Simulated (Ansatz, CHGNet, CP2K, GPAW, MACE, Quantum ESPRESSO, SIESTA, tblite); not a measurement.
# SIESTA runs on (9,9) carbon nanotube bundle (108 atoms), part 2 of 2

Wanted: SIESTA inputs and outputs for (9,9) carbon nanotube bundle (108 atoms), checked against a plane-wave reference.

Program: SIESTA 5.4.2; the method stands at each step. Banners, paths, timers and routine set-up lines are dropped from the logs unmarked, and long logs keep their key lines alone; longer cuts are marked. The potentials were converted by us to PSML.

So far. Step 2 (PBE, DZP, shift 0.01 Ry, mesh 300 Ry): Forces lie 14 % from the reference's, at 0.32 times its CPU time (on 2 against 4 cores). Step 3 (PBE, SZP, shift 0.01 Ry, mesh 300 Ry): Against the first run (14 %), the force difference from the reference is 27 %, at 0.77 times the CPU time, with 972 basis functions against 1404: the smaller basis costs accuracy.

## (4) PBE, DZP, shift 0.01 Ry, mesh 100 Ry

Method: Kohn-Sham DFT, PBE, PseudoDojo 0.4.1 norm-conserving pseudopotentials (converted to PSML), numerical atomic orbitals (DZP), diagonalisation.

Contents of input.fdf:

```
SystemLabel cell
NumberOfAtoms 108
NumberOfSpecies 1
%block ChemicalSpeciesLabel
  1 6 C
%endblock ChemicalSpeciesLabel
LatticeConstant 1.0 Ang
%block LatticeVectors
  15.50642 0.00000 0.00000
  -7.75321 13.42896 0.00000
  0.00000 0.00000 7.38000
%endblock LatticeVectors
PAO.BasisSize DZP
PAO.EnergyShift 0.01 Ry
XC.Functional GGA
XC.Authors PBE
MeshCutoff 100 Ry
%block kgrid_Monkhorst_Pack
  1 0 0 0.0
  0 1 0 0.0
  0 0 1 0.0
%endblock kgrid_Monkhorst_Pack
SolutionMethod diagon
OccupationFunction FD
ElectronicTemperature 580 K
SCF.Mixer.Method Pulay
SCF.Mixer.Weight 0.05
SCF.Mixer.History 8
SCF.Mix Hamiltonian
MaxSCFIterations 300
SCF.DM.Tolerance 1e-04
SCF.H.Tolerance 1.0e-3 eV
WriteForces T
Write.HirshfeldPop T
Write.VoronoiPop T
Write.DM F
Write.H F
XML.Write F
AtomicCoordinatesFormat Fractional
%block AtomicCoordinatesAndAtomicSpecies
[... 108 atom lines left out: the same atoms as in the first run ...]
%endblock AtomicCoordinatesAndAtomicSpecies
```

Run with:

```console
$ OMP_NUM_THREADS=1 mpirun -np 2 siesta < input.fdf > output.txt
```

The log of the run:

```text
Version         : 5.4.2
reinit: System Name:
reinit: System Label: cell
initatom: Reading input for the pseudopotentials and atomic orbitals ----------
Species number:   1 Atomic number:    6 Label: C
Ground state valence configuration (from tables):   2s02  2p02  3d00  4f00
---- Processing specs for species: C
GGA--PBE XC_GGA_X_PBE--XC_GGA_C_PBE pb
C pseudopotential only contains V_ls up to l=1 -- lmxkb reset.
Using PAO.SplitTailNorm
%block ChemicalSpeciesLabel
    1    6 C                       # Species index, atomic number, species label
%endblock ChemicalSpeciesLabel
%block PAO.Basis                 # Define Basis set
C                     2                    # Species label, number of l-shells
 n=2   0   2                         # n, l, Nzeta
   4.484      3.048
[... lines left out ...]
Total number of electrons:   432.000000
[... lines left out ...]
stepf: Fermi-Dirac step function
        iscf     Eharris(eV)        E_KS(eV)     FreeEng(eV)     dDmax    Ef(eV) dHmax(eV)
[... lines left out ...]
SCF Convergence by DM+H criterion
[... lines left out ...]
SCF cycle converged after 15 iterations
[... lines left out ...]
   Max    8.152296
[... lines left out ...]
   Max    8.152296    constrained
Stress tensor Voigt[x,y,z,yz,xz,xy] (kbar):      -81.51      -77.47     -112.72       -4.13        2.77       -4.74
[... lines left out ...]
Target enthalpy (eV/cell)   -17651.2783
siesta: Program's energy decomposition (eV):
siesta: Ebs     =     -5867.422976
siesta: Eions   =     30473.465551
siesta: Ena     =      8009.729001
siesta: Ekin    =     12179.781972
siesta: Enl     =      -630.914601
siesta: DEna    =      -454.251566
siesta: DUscf   =        32.381230
siesta: Ex      =     -5762.799893
siesta: Ec      =      -551.552226
siesta: Exc     =     -6314.352118
siesta: Eharris =    -17651.091617
siesta: Etot    =    -17651.091633
siesta: FreeEng =    -17651.278321
siesta: Final energy (eV):
siesta:  Band Struct. =   -5867.422976
siesta:       Kinetic =   12179.781972
siesta:       Hartree =   23353.806320
siesta:         Exch. =   -5762.799893
siesta:         Corr. =    -551.552226
siesta:   Exch.-corr. =   -6314.352118
siesta:  Ion-electron =  -57842.282427
siesta:       Ion-ion =   10971.954620
siesta:         Total =  -17651.091633
siesta:         Fermi =      -4.474352
siesta: Stress tensor (static) (eV/Ang**3):
siesta:    -0.050872   -0.002960    0.001726
siesta:    -0.002960   -0.048354   -0.002577
siesta:     0.001726   -0.002577   -0.070354
siesta: Cell volume =       1536.774993 Ang**3
siesta: Pressure (static):
siesta:                Solid            Molecule  Units
siesta:           0.00061565          0.00064808  Ry/Bohr**3
siesta:           0.05652662          0.05950408  eV/Ang**3
siesta:          90.56562769         95.33604671  kBar
    Orbital volume contribution        =          41.007846 eV
    (Free)E + p_basis*V_orbitals       =      -17610.270475 eV
    (Free)Eharris+ p_basis*V_orbitals  =      -17610.270459 eV
Hirshfeld Atomic Populations:
Atom #   charge [q] valence [e]  Species
     1    -0.001635    4.001635  C
     2    -0.003601    4.003601  C
     3    -0.001195    4.001195  C
[...]
--------------------
 Total    -0.000121
Voronoi Atomic Populations:
Atom #   charge [q] valence [e]  Species
[...]
107    -0.003475    4.003475  C
   108     0.005618    3.994382  C
--------------------
 Total    -0.000121
```

It took 43 s on 2 MPI ranks of Arm Neoverse V1, shared host; peak memory 0.69 GiB.

Compared with the plane-wave run:

| Quantity | Value |
| --- | --- |
| r.m.s. force component | 1.846 eV/Å |
| r.m.s. difference of force components | 231.7 meV/Å |
| longest difference of force vectors | 1088 meV/Å |
| force difference over r.m.s. force | 14.02 % |
| slope of forces against the reference's | 1.114 |
| correlation of force components | 0.9974 |
| pressure | 9.057 GPa |
| pressure difference | 5.475 GPa |
| energy less the same-level run's | 0.4535 meV/atom |
| r.m.s. force difference from the same-level run | 3.821 meV/Å |

This is a coarse setting, run to see what it loses.

Against the first run (14 %), the force difference from the reference is 14 %, at 0.38 times the CPU time: the change moves forces by 3.8 meV/Å r.m.s., so most of the difference comes from elsewhere.

## (5) The ladder

Differences are against the plane-wave reference, forces as r.m.s. over components; share is that over the reference's r.m.s. force, slope the least-squares factor from reference forces to these. Total energies of different programs have different zeros and aren't compared.

```csv
run,"Δ force, r.m.s. (meV/Å)",share (%),slope,Δ pressure (GPa),cores,CPU time,memory (GiB)
reference,-,-,-,-,4,12 min,4.2
"SIESTA PBE, DZP, shift 0.01 Ry, mesh 300 Ry",230,14.0,1.113,5.48,2,3.8 min,1.2
"SIESTA PBE, SZP, shift 0.01 Ry, mesh 300 Ry (coarse)",453,27.4,1.208,12.6,2,2.9 min,1.1
"SIESTA PBE, DZP, shift 0.01 Ry, mesh 100 Ry (coarse)",232,14.0,1.114,5.48,2,86 s,0.69
```

Rows marked coarse were listed beforehand as settings not expected to be converged; some can still land near the reference.

CPU time is summed over cores on a shared host, where runs went side by side, so it is rough. Symmetry, cutoffs, thresholds, outputs and thread counts weren't matched or tuned between programs; memory under MPI is the largest rank's times the ranks.

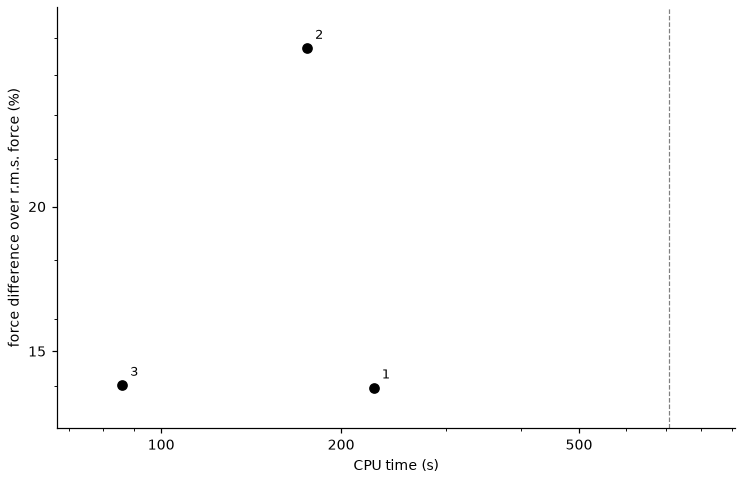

Force difference against CPU time; the dashed line marks the reference's time. Points: 1 SIESTA PBE, DZP, shift 0.01 Ry, mesh 300 Ry; 2 SIESTA PBE, SZP, shift 0.01 Ry, mesh 300 Ry; 3 SIESTA PBE, DZP, shift 0.01 Ry, mesh 100 Ry.

Within one program, basis, potentials and functional, energies share a zero. Each run against its twin at the usual cutoff or grid and solver:

```csv
run,twin,Δ energy (meV/atom),"Δ force, r.m.s. (meV/Å)",CPU time over the twin's
"SIESTA PBE, DZP, shift 0.01 Ry, mesh 100 Ry","DZP, shift 0.01 Ry, mesh 300 Ry",0.454,3.82,0.38
```

## (6) What came out

| Quantity | Value |
| --- | --- |
| nearest in forces | a tie at 14 % of 2 runs: SIESTA PBE, DZP, shift 0.01 Ry, mesh 300 Ry; SIESTA PBE, DZP, shift 0.01 Ry, mesh 100 Ry (coarse) |

The PBE run in local orbitals, coarse settings apart, differs by 14 % (SIESTA PBE, DZP, shift 0.01 Ry, mesh 300 Ry); basis, grid and potentials can all enter. Runs with settings chosen to be coarse differ by 14 % (SIESTA PBE, DZP, shift 0.01 Ry, mesh 100 Ry) to 27 % (SIESTA PBE, SZP, shift 0.01 Ry, mesh 300 Ry), their programs' other errors included. Of the electronic-structure runs that take under half the reference's CPU time, SIESTA PBE, DZP, shift 0.01 Ry, mesh 300 Ry is among the nearest, at 14 % in 3.8 min against 12 min; its pressure misses by +5.5 GPa. SIESTA PBE, SZP, shift 0.01 Ry, mesh 300 Ry stiffens the forces by a factor of 1.21 while following their directions (correlation 0.989); the slopes of the 3 SIESTA runs lie between 1.11 and 1.21. In pressure, SIESTA PBE, SZP, shift 0.01 Ry, mesh 300 Ry misses by +12.6 GPa, at the same functional. The reference's pressure holds the uncorrected Pulay stress of its 45 Ry basis, so small pressure differences, and their order, may be the reference's own error. The reference's pressure of 3.6 GPa belongs to a cell and atoms that aren't relaxed at this level. The electronic-structure runs sample only Γ, in a cell whose shortest periodic width is 7 Å, which is coarse for a cell with partly filled levels.

[Also dropped from logs without a mark: logging warnings of Python, and SIESTA's first energy breakdown and zero terms.]

[Logs are printed without paths, hosts, clocks, repeated set-up lines and the standing remarks that a program may print on its own settings, such as how far it seeks lower states.]

[Hosts, paths, dates, database ids (printed as entryN), source tags and the programs' standing remarks are cut or masked in the printed files.]
